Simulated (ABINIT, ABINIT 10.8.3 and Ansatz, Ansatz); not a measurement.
## CsCaF3 (Pm-3m): Bethe-Salpeter spectra with ABINIT

Wanted: excitons and ε₂ of CsCaF3 (Pm-3m), with cost.

Calculated with ABINIT 10.8.3 and Ansatz 0.2.0; LDA and many-body steps on it, plane waves.

### 1. Set-up

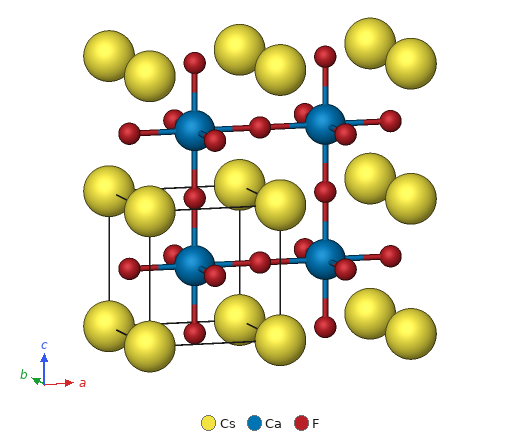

Start, viewed slightly off an axis; caesium yellow, calcium blue, fluorine red. 2×1×2 cells are drawn. Some periodic images of atoms are drawn too.

The cell and positions are those that the Materials Project relaxed with its own functionals (PBE, PBE+U or r2SCAN), kept fixed. Spin-orbit coupling is left out unless a step names it.

### 2. Empty states on the mesh, 2×2×2 mesh, 71 bands

This step: ABINIT 10.8.3; DFT, LDA, plane waves, norm-conserving pseudopotentials.

The sums over transitions need many empty states on a uniform mesh; this step solves for them.

run.abi reads:

```
acell 3*1.0 Angstrom
rprim 
  4.520531030000 0.000000000000 0.000000000000
  0.000000000000 4.520531030000 0.000000000000
  0.000000000000 0.000000000000 4.520531030000
ntypat 3
znucl 55 20 9
natom 5
typat 1 2 3 3 3
xred 
  0.000000000000 0.000000000000 0.000000000000
  0.500000000000 0.500000000000 0.500000000000
  0.000000000000 0.500000000000 0.500000000000
  0.500000000000 0.000000000000 0.500000000000
  0.500000000000 0.500000000000 0.000000000000
pp_dirpath "pseudos"
pseudos "Cs.upf, Ca.upf, F.upf"
ecut 36
ngkpt 2 2 2
nshiftk 1
shiftk 0 0 0
kptopt 1
chksymbreak 0
iscf -2
irdden 1
istwfk *1
nband 71
nbdbuf 6
tolwfr 1e-09
nstep 60
prtvol 0
indata_prefix "in"
outdata_prefix "out"
tmpdata_prefix "tmp"
```

Started as:

```console
OMP_NUM_THREADS=1 mpirun -n 4 abinit run.abi > log
```

Numbers of over 12 decimals in the logs are rounded to 6 here.

Log:

```text
.Version 10.8.3 of ABINIT. v10.8.2 released Aug 2026.

 Symmetries : space group Pm -3 m (#221); Bravais cP (primitive cubic)
[... echo of the input left out ...]
== DATASET  1 ==================================================================
-   mpi_nproc: 4, omp_nthreads: 1 (-1 if OMP is not activated)

--- !DatasetInfo
iteration_state: {dtset: 1, }
dimensions: {natom: 5, nkpt: 4, mband: 71, nsppol: 1, nspinor: 1, nspden: 1, mpw: 6488, }
cutoff_energies: {ecut:  36.0, pawecutdg:  -1.0, }
[...]
0.84041    0.84041    0.90166    0.93354    0.93354    0.93354    0.95642    0.95642
   1.07102    1.07102    1.07102    1.09123    1.09123    1.09123    1.09298    1.24371
   1.24371    1.24371    1.26825    1.26999    1.27008    1.27571    1.27590
 prteigrs : prtvol=0 or 1, do not print more k-points.

== END DATASET(S) ==============================================================
================================================================================

 -outvars: echo values of variables after computation  --------
            nband          71
             nkpt           4
          spgroup         221
 [... the other variables as echoed above ...]

 Calculation completed.
```

Wall time 15 s (4 MPI ranks of Arm Neoverse V2, shared host); peak memory 0.32 GiB.

Numbers from this step:

- gap: 6.840 eV
- k of the valence top: 0.5, 0.5, 0.5
- k of the conduction bottom: 0, 0, 0
- least direct gap: 6.864 eV
- k points computed: 4
- lowest point of the top converged band, above the valence top: 30.23 eV

On this mesh the gap is 6.840 eV.

The density comes from a self-consistent run that is not shown.

### 3. Screening, 2×2×2 mesh, 65 bands, screening to 98 eV

The RPA dielectric matrix is built and inverted for each q.

This step: RPA screening on LDA, plane waves, norm-conserving pseudopotentials.

run.abi: that of step 2 with these lines changed.

```diff
@@ -23,10 +23,11 @@
 chksymbreak 0
-iscf -2
-irdden 1
 istwfk *1
-nband 71
-nbdbuf 6
-tolwfr 1e-09
-nstep 60
-prtvol 0
+occopt 1
+irdwfk 1
+optdriver 3
+nband 65
+ecuteps 3.6
+inclvkb 2
+awtr 1
+symchi 1
 indata_prefix "in"
```

Log:

```text
.Version 10.8.3 of ABINIT. v10.8.2 released Aug 2026.

 Symmetries : space group Pm -3 m (#221); Bravais cP (primitive cubic)
[... echo of the input left out ...]
== DATASET  1 ==================================================================
-   mpi_nproc: 4, omp_nthreads: 1 (-1 if OMP is not activated)

--- !DatasetInfo
iteration_state: {dtset: 1, }
dimensions: {natom: 5, nkpt: 4, mband: 65, nsppol: 1, nspinor: 1, nspden: 1, mpw: 6488, }
cutoff_energies: {ecut:  36.0, pawecutdg:  -1.0, }
[...]
--------------------------------------------------------------------------------
[... chi0 elements left out ...]
 For q-point:  0.000010 0.000020 0.000030
  dielectric constant =   2.3678
  dielectric constant without local fields =   2.6135

  Average fulfillment of the sum rule on Im[epsilon] for q-point    1 :     34.15  [%]
[... wings left out ...]
  q-point number  2        q = ( 0.500000, 0.000000, 0.000000) [r.l.u.]
--------------------------------------------------------------------------------
[... chi0 elements left out ...]
  Average fulfillment of the sum rule on Im[epsilon] for q-point    2 :     43.36  [%]

 [... 2 further q-points ...]
```

It took 8.3 s on 4 MPI ranks; peak memory 0.85 GiB; 33 s of CPU time.

Numbers from this step:

- ε∞ with local fields, on this mesh, along the program's q direction: 2.368
- the same without local fields: 2.614
- plasma frequency: 24.43 eV
- plane waves in the screening matrix: 203

Local fields lower ε∞ by 9 %. On a Γ-centred mesh this coarse the value itself is usually too large, while a short band sum pulls it down.

### 4. Self-energy, 2×2×2 mesh, 65 bands, screening to 98 eV

The self-energy is evaluated for the states that the input lists, and the levels follow from it, in one-shot runs by the linearised quasiparticle equation.

This step: G0W0 on LDA, plane waves, norm-conserving pseudopotentials.

run.abi: that of step 3 with these lines changed.

```diff
@@ -26,8 +26,17 @@
 irdwfk 1
-optdriver 3
+optdriver 4
 nband 65
+gwcalctyp 0
+ecutsigx 36
+symsigma 1
+nkptgw 2
+kptgw 
+  0.5000000000 0.5000000000 0.5000000000
+  0.0000000000 0.0000000000 0.0000000000
+bdgw 
+  18 23
+  18 23
 ecuteps 3.6
-inclvkb 2
-awtr 1
-symchi 1
+irdscr 1
+ppmodel 1
 indata_prefix "in"
```

Log:

```text
.Version 10.8.3 of ABINIT. v10.8.2 released Aug 2026.

 Symmetries : space group Pm -3 m (#221); Bravais cP (primitive cubic)
[... echo of the input left out ...]
== DATASET  1 ==================================================================
-   mpi_nproc: 4, omp_nthreads: 1 (-1 if OMP is not activated)

--- !DatasetInfo
iteration_state: {dtset: 1, }
dimensions: {natom: 5, nkpt: 4, mband: 65, nsppol: 1, nspinor: 1, nspden: 1, mpw: 6488, }
cutoff_energies: {ecut:  36.0, pawecutdg:  -1.0, }
[...]
Band     E0 <VxcDFT>   SigX SigC(E0)      Z dSigC/dE  Sig(E)    E-E0       E
[...]
22   8.181  -8.906  -3.995  -2.587   0.884  -0.132  -6.852   2.054  10.235
       23   8.181  -8.906  -3.995  -2.587   0.884  -0.132  -6.852   2.054  10.235

== END DATASET(S) ==============================================================
================================================================================

 -outvars: echo values of variables after computation  --------
           etotal      0.0000000000E+00
            nband          65
             nkpt           4
          spgroup         221
 [... the other variables as echoed above ...]

 Calculation completed.
```

Run time: 4.9 s. Hardware: 4 MPI ranks; peak memory 0.77 GiB; 19 s of CPU time.

This step gave:

```
G0W0 gap on the points computed              : 10.54 eV
starting gap on the mesh                     : 6.840 eV
k of the valence top                         : 0.5, 0.5, 0.5
k of the conduction bottom                   : 0, 0, 0
least direct G0W0 gap on the computed points : 10.54 eV
```

The gap on the mesh goes from 6.84 eV to 10.54 eV, a correction of +3.70 eV.

The gap opens by 3.701 eV; the next steps shift the empty bands rigidly by 3.701 eV.

### 5. Excitons

Optical absorption needs the electron-hole interaction, solved here in a basis of vertical transitions on the mesh.

This step: Bethe-Salpeter equation on LDA with a scissors shift, plane waves, norm-conserving pseudopotentials.

run.abi: that of step 4 with these lines changed.

```diff
@@ -26,17 +26,17 @@
 irdwfk 1
-optdriver 4
-nband 65
-gwcalctyp 0
-ecutsigx 36
-symsigma 1
-nkptgw 2
-kptgw 
-  0.5000000000 0.5000000000 0.5000000000
-  0.0000000000 0.0000000000 0.0000000000
-bdgw 
-  18 23
-  18 23
+optdriver 99
+bs_calctype 1
+mbpt_sciss 3.701 eV
+bs_loband 9
+nband 30
+bs_exchange_term 1
+bs_coulomb_term 11
+bs_coupling 0
+bs_algorithm 1
+bs_freq_mesh 0 17 0.1 eV
+zcut 0.15 eV
 ecuteps 3.6
+ecutwfn 18
+inclvkb 2
 irdscr 1
-ppmodel 1
 indata_prefix "in"
```

Log:

```text
.Version 10.8.3 of ABINIT. v10.8.2 released Aug 2026.

 Symmetries : space group Pm -3 m (#221); Bravais cP (primitive cubic)
[... echo of the input left out ...]
== DATASET  1 ==================================================================
-   mpi_nproc: 4, omp_nthreads: 1 (-1 if OMP is not activated)

--- !DatasetInfo
iteration_state: {dtset: 1, }
dimensions: {natom: 5, nkpt: 4, mband: 30, nsppol: 1, nspinor: 1, nspden: 1, mpw: 2301, }
cutoff_energies: {ecut:  18.0, pawecutdg:  -1.0, }
electrons: {nelect:   4.00000000E+01, charge:   0.00000000E+00, occopt:   1.00000000E+00, tsmear:   1.00000000E-02, }

 Exciton: Calculation of dielectric properties by solving the Bethe-Salpeter equation
 in frequency domain and reciprocal space on a transitions basis set.
 Based on a program developed by L. Reining, V. Olevano, F. Sottile,
 S. Albrecht, and G. Onida. Incorporated in ABINIT by M. Giantomassi.

.Using double precision arithmetic ; gwpc =  8

[... cell and pseudopotentials left out ...]
--------------------------------------------------------------------------------

 ==== K-mesh for the wavefunctions ====
 Number of points in the irreducible wedge :     4
[... list of points left out ...]
 Together with 48 symmetry operations and time-reversal symmetry
 yields     8 points in the full Brillouin Zone.

 ==== Q-mesh for the screening function ====
 Number of points in the irreducible wedge :     4
[... list of points left out ...]
 Together with 48 symmetry operations and time-reversal symmetry
 yields     8 points in the full Brillouin Zone.

 vcoul_init : cutoff-mode = AUXILIARY_FUNCTION
 q-points for optical limit:   1
     1)      0.000010    0.000020    0.000030
 setmesh: FFT mesh size selected  =    24x   24x   24
          total number of points  =        13824

 ==== Fundamental parameters for the solution of the Bethe-Salpeter equation: ====
 Algorithm: Direct diagonalization.
 Dimension of the v, W matrices,  npweps  = 203
 Cutoff for the wavefunctions,    npwwfn  = 2301
 Number of k-points in the IBZ,   nkibz   = 4
 Highest empty band included,     nband   = 30
 === Spin UP ===
 Number of resonant transitions          960
 Lowest occupied state                   9
 Highest occupied state                  20
 Lowest unoccupied state                 21
 Highest unoccupied state                30
 Minimum frequency [eV]           Emin    =   0.00
 Maximum frequency [eV]           Emax    =  17.00
 Frequency step [eV]              dE      =   0.10
 Lorentzian broadening [eV]       eta     =   0.15
 RPA L0 with KS energies and KS wavefunctions
 Scissors operator energy [eV] =          3.70
 Local fields effects (v term) included
 Excitonic effects (W term) included
 Full W_GG' included
 W is read from an external SCR file
 Resonant-only calculation (Hermitian case)

 Calculating epsilon_Macro(q-->0,w), along the following directions:
 q = (  1.359592  0.000000  0.000000) [r.l.u.]
 q = (  0.000000  1.359592  0.000000) [r.l.u.]
 q = (  0.000000  0.000000  1.359592) [r.l.u.]
 q = (  1.359592  0.000000  0.000000) [r.l.u.]
 q = (  0.000000  1.359592  0.000000) [r.l.u.]
 q = (  0.000000  0.000000  1.359592) [r.l.u.]
 Number of electrons calculated from density =   39.9456; Expected =   40.0000
 average of density, n =  0.064077
 r_s =    1.5503
 omega_plasma =   24.4179 [eV]

. Writing resonant excitonic Hamiltonian on file out_BSR; file size=   0.01 [Gb].
 Direct diagonalization of the resonant excitonic Hamiltonian, Matrix size= 960
. Using LAPACK sequential version.
 Excitonic eigenvalues in eV up to n=   32
   8.69605   8.69630   8.69648   8.99625   8.99639   8.99716   9.27620   9.27634
   9.27665   9.91856   9.91988   9.92078   9.96690   9.96802   9.97050   9.97183
   9.97388   9.97564   9.99337   9.99362   9.99418  10.05125  10.05246  10.05343
  10.12558  10.12599  10.12676  10.21008  10.21114  10.24217  10.24829  10.24872

 First excitonic eigenvalue=    8.70 [eV]
 Last  excitonic eigenvalue=   20.07 [eV]

 GW  direct gap      10.57  0.00 [eV]
 EXC direct gap       8.70  0.00 [eV]
 EXC binding energy   1.87  0.00 [eV]

 Excitonic eigenvalues up to the GW energy gap [eV]
  1 (  8.70  0.00)
  2 (  8.70  0.00)
  3 (  8.70  0.00)
  4 (  9.00  0.00)
  5 (  9.00  0.00)
  6 (  9.00  0.00)
[...]
57 ( 10.55  0.00)
 58 ( 10.55  0.00)
 59 ( 10.56  0.00)

 Macroscopic dielectric function:
 omega [eV] <KS_RPA_nlf>  <GW_RPA_nlf>  <BSE>
   0.0000   2.1698   0.0000   1.8667   0.0000   2.0545   0.0000
   0.1000   2.1699   0.0003   1.8667   0.0001   2.0546   0.0003
   0.2000   2.1703   0.0007   1.8668   0.0003   2.0549   0.0005
   0.3000   2.1709   0.0010   1.8671   0.0004   2.0553   0.0008
   0.4000   2.1716   0.0014   1.8674   0.0005   2.0559   0.0010
   0.5000   2.1727   0.0017   1.8677   0.0006   2.0567   0.0013
   0.6000   2.1739   0.0021   1.8682   0.0008   2.0576   0.0016
   0.7000   2.1754   0.0024   1.8688   0.0009   2.0587   0.0018
   0.8000   2.1771   0.0028   1.8694   0.0010   2.0600   0.0021
   0.9000   2.1791   0.0031   1.8702   0.0012   2.0615   0.0024

 Writing KS-RPA macroscopic dielectric function without local fields to file: out_RPA_NLF_MDF
 Writing GW-RPA macroscopic dielectric function without local fields to file: out_GW_NLF_MDF
 Writing EXC Macroscopic dielectric function to file: out_EXC_MDF

== END DATASET(S) ==============================================================
================================================================================

 -outvars: echo values of variables after computation  --------
           etotal      0.0000000000E+00
            nband          30
             nkpt           4
          spgroup         221
 [... the other variables as echoed above ...]

 Calculation completed.
```

The job ended after 27 s (4 MPI ranks; peak memory 0.4 GiB; 1.8 min of CPU time).

Numbers from this step:

- direct gap of the transition levels: 10.56 eV
- transitions in the window: 960
- first strong exciton (over a fiftieth of the strongest listed): 8.696 eV
- lowest state: 8.696 eV
- binding of the lowest state below the direct gap: 1.869 eV
- Coulomb term of one mesh cell: 1.910 eV

The binding is 0.98 times the screened Coulomb term of one mesh cell (1.91 eV), so it is not shown settled.

The lowest state lies at 8.696 eV, 1.869 eV under the direct gap.

Lines within 3 meV are set at the lowest of them, and the highest group, which the list may cut short, is left out; lines within 3 meV are set at the lowest of them, and the highest group, which the list may cut short, is left out. Lines of the exciton spectrum (strongest = 100):

| position (eV) | lines merged | oscillator strength, relative |
| --- | --- | --- |
| 8.696 | 3 | 100 |
| 8.996 | 3 | 0.0 |
| 9.276 | 3 | 1.6 |

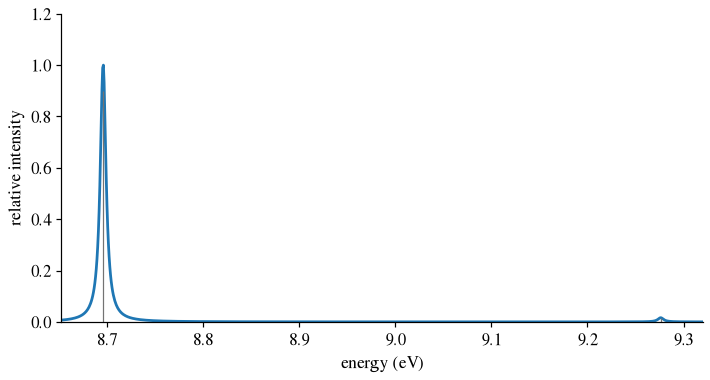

The exciton spectrum, broadened with Lorentzians of width 0.0073 eV; bars mark the lines.

The ε₂ has structure finer than the step of the table below, so its rows give means over 1 eV, whole bins alone (the curve runs from 0 to 16.9 eV). Peaks (eV: height): BSE 8.7: 6.54, 10.1: 7.10, 11.9: 2.98, 12.9: 2.02, 13.7: 2.75, 15.5: 2.12; no electron-hole interaction 10.6: 1.95, 12.6: 6.32, 13.8: 2.87, 14.5: 2.60, 16.7: 5.41; Kohn-Sham, no shift 6.9: 1.95, 8.9: 6.31, 10.1: 2.88, 10.8: 2.60, 13.0: 5.41, 15.1: 2.59.

Mean over the three Cartesian directions of q; broadening 0.15 eV; transition window only. Limits: finite bands, cutoff and mesh; no spin-orbit coupling; coarse k mesh; exciton not shown settled in the k mesh. The ε₂ by photon energy; means over each step:

```
photon energy (eV)      BSE  no electron-hole interaction  Kohn-Sham, no shift
                 1  0.00264                        0.0013              0.00349
                 2  0.00559                       0.00269              0.00754
                 3  0.00936                       0.00428               0.0129
                 4   0.0147                       0.00623               0.0215
                 5   0.0234                       0.00874               0.0395
                 6   0.0407                        0.0123                0.130
                 7   0.0892                        0.0178                0.853
                 8    0.592                        0.0277                0.745
                 9     2.51                        0.0522                 3.98
                10     3.92                         0.365                 1.76
                11     1.39                         0.693                 1.94
                12     1.58                          1.75                 2.87
                13     1.33                          3.30                 3.66
                14     1.72                          1.89                0.870
                15     1.46                          2.23                 1.76
                16    0.808                          3.07                0.619
```

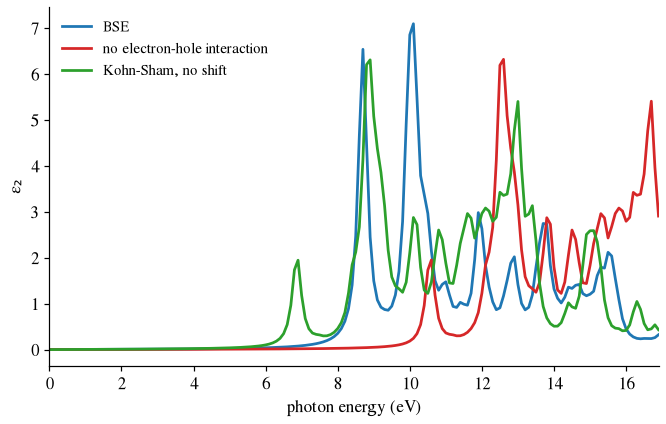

ε₂, plotted against photon energy.

(Continued in part 2 of 3.)

[Paths, hosts, dates, memory and timing lines, banners, echoed tables and standing remarks are left out of the program output.]

[Logs are printed without paths, hosts, clocks, repeated set-up lines and the standing remarks that a program may print on its own settings, such as how far it seeks lower states.]

[Runs of the session that timed out or met a known fault of the program may be left out.]

[Hosts, paths, dates, database ids (printed as entryN), source tags and the programs' standing remarks are cut or masked in the printed files.]

[G0W0 gaps are taken among the corrected bands and points alone; a level outside them can change the order at an edge.]

[Where Ansatz stands beside ABINIT at settings called matched, ABINIT's density can come from a denser mesh and the files from another edition; pairs whose starting gaps differed by over 0.03 eV were left out, so agreement reads better than it is.]
